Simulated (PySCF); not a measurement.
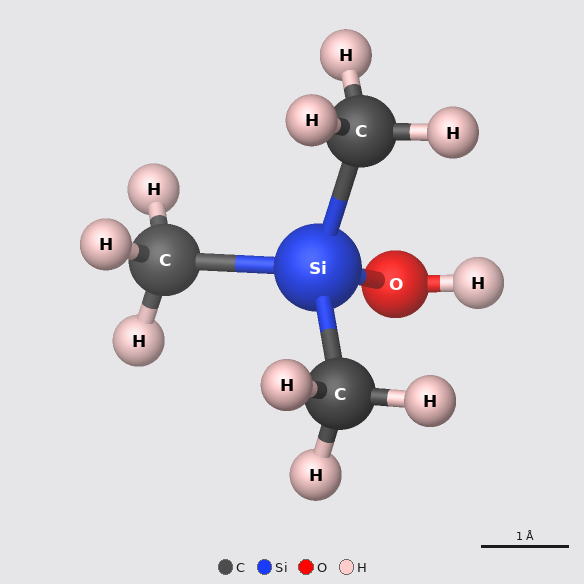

A ball-and-stick model of a molecule. Every bond is drawn as one stick, whatever its order.

**Count the atoms of each element.**

C₃H₁₀OSi, 15 atoms: 3 carbon, 10 hydrogen, 1 oxygen and 1 silicon.

**What is its SMILES?**

C[Si](C)(C)O

More results for the same structure follow; atom numbers are the same in all pictures, views and colours differ. The computed structure is the end point of a PBE0-D3(BJ)/def2-TZVP optimisation. No frequency run is at hand to confirm it as a minimum.

**Levels of theory compared**

No frequency run is at hand to confirm it as a minimum. Program: PySCF 2.14.0.

Compare HOMO–LUMO gap (eV) at these levels: B97-2/pcSseg-2; KT3/pcSseg-2; PBE0/pcSseg-2; WP04/pcSseg-2 in chloroform (IEF-PCM); ωB97X-D/pcSseg-2; ωB97X-D/pcSseg-2 in chloroform (IEF-PCM).

```json
{"level": "B97-2/pcSseg-2", "HOMO–LUMO gap (eV)": "8.05"}
{"level": "KT3/pcSseg-2", "HOMO–LUMO gap (eV)": "6.08"}
{"level": "PBE0/pcSseg-2", "HOMO–LUMO gap (eV)": "8.26"}
{"level": "WP04/pcSseg-2 in chloroform (IEF-PCM)", "HOMO–LUMO gap (eV)": "8.25"}
{"level": "ωB97X-D/pcSseg-2", "HOMO–LUMO gap (eV)": "11.84"}
{"level": "ωB97X-D/pcSseg-2 in chloroform (IEF-PCM)", "HOMO–LUMO gap (eV)": "11.95"}
```

**Charges**

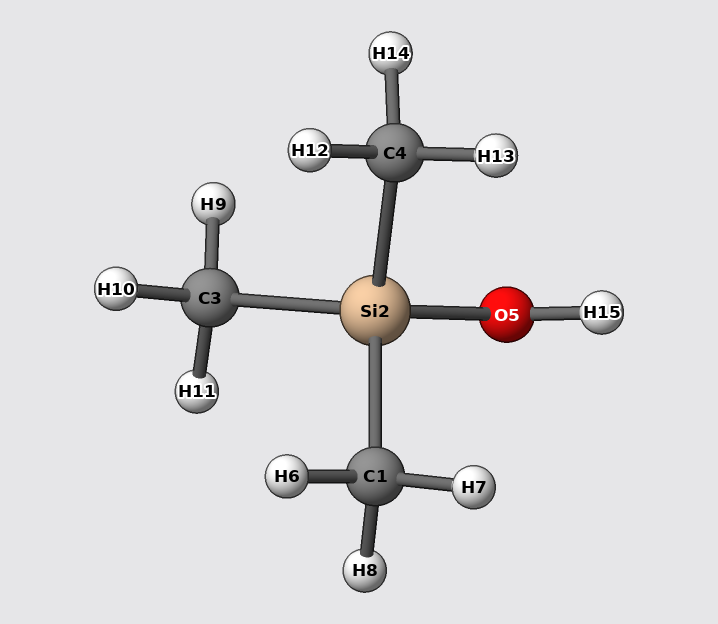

The questions are on ESP-fitted charges. No frequency run is at hand to confirm it as a minimum. Properties computed with PBE0/pcSseg-2, gas phase (PySCF 2.14.0).

**Which atom carries the highest charge (most positive or least negative)?**

Si2 (1.22 e).

**And the lowest?**

C1 (−0.86 e).

Give the ESP-fitted charges atom by atom.

| atom | value (e) |
| --- | --- |
| C1 | −0.86 |
| Si2 | 1.22 |
| C3 | −0.72 |
| C4 | −0.85 |
| O5 | −0.79 |
| H6 | 0.19 |
| H7 | 0.18 |
| H8 | 0.19 |
| H9 | 0.17 |
| H10 | 0.14 |
| H11 | 0.17 |
| H12 | 0.19 |
| H13 | 0.17 |
| H14 | 0.18 |
| H15 | 0.41 |

**Dipole moment**

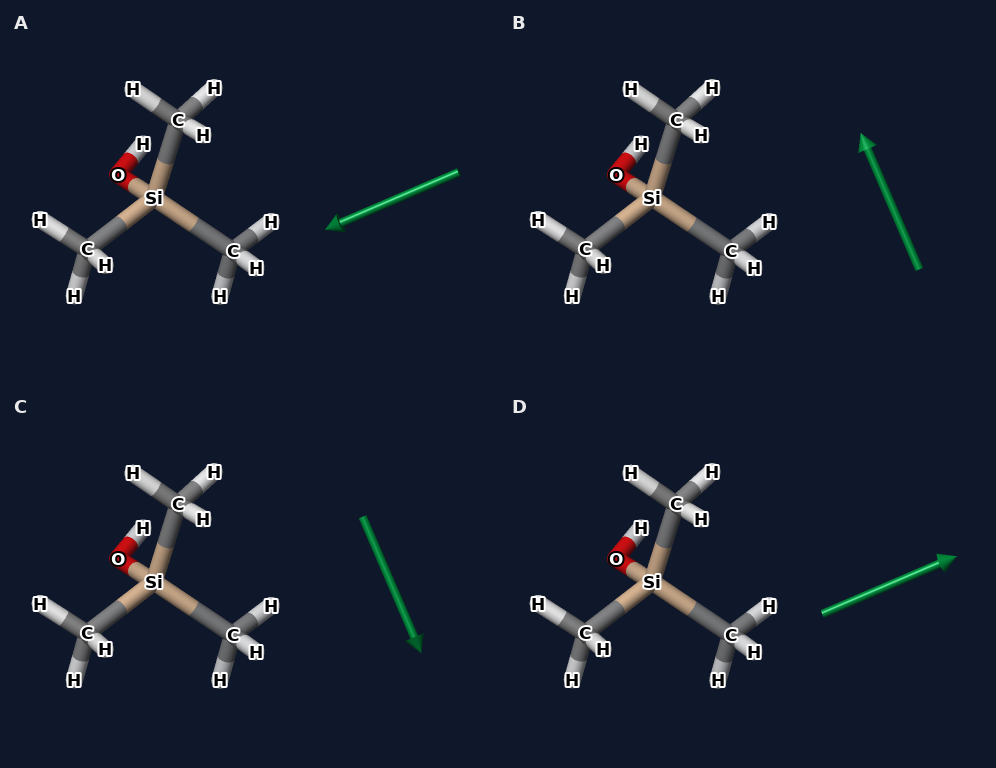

The same molecule four times, each with an arrow. No frequency run is at hand to confirm it as a minimum. Method: ωB97X-D/pcSseg-2, gas phase (PySCF 2.14.0).

**Which arrow points along the dipole moment, from the negative to the positive end?**

D. The dipole moment is 1.38 D.
